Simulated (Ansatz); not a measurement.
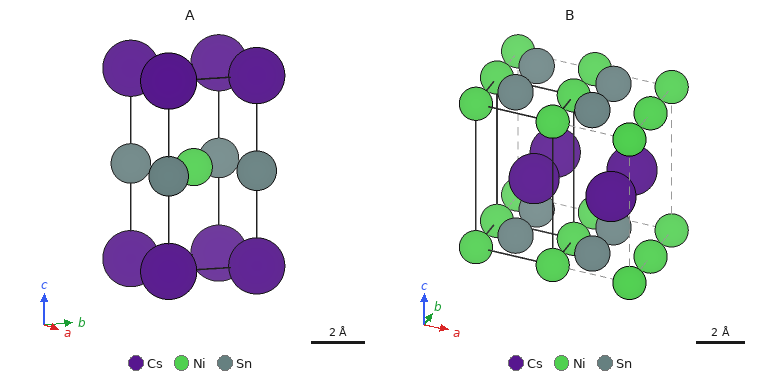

Two structures of CsNiSn, each relaxed to rest (conventional cells in solid outline, small ones repeated, not to one scale). Method: DFT PBE, scalar-relativistic, plane waves, PAW (Ansatz 0.2.0), without spin polarisation (spin-restricted runs, not always the ground states).

Describe A and B.

Answer. A: 3 atoms a cell on a primitive tetragonal lattice, P4/mmm. B: 3 atoms a cell on a primitive hexagonal lattice, P-6m2.

Which form lies lower?

Answer. B is lower, by 114 meV/atom at this level of theory (energies at zero smearing). Volumes: A 32.0, B 34.3 Å³/atom.

One or both may be structure types tried for this composition rather than known phases.
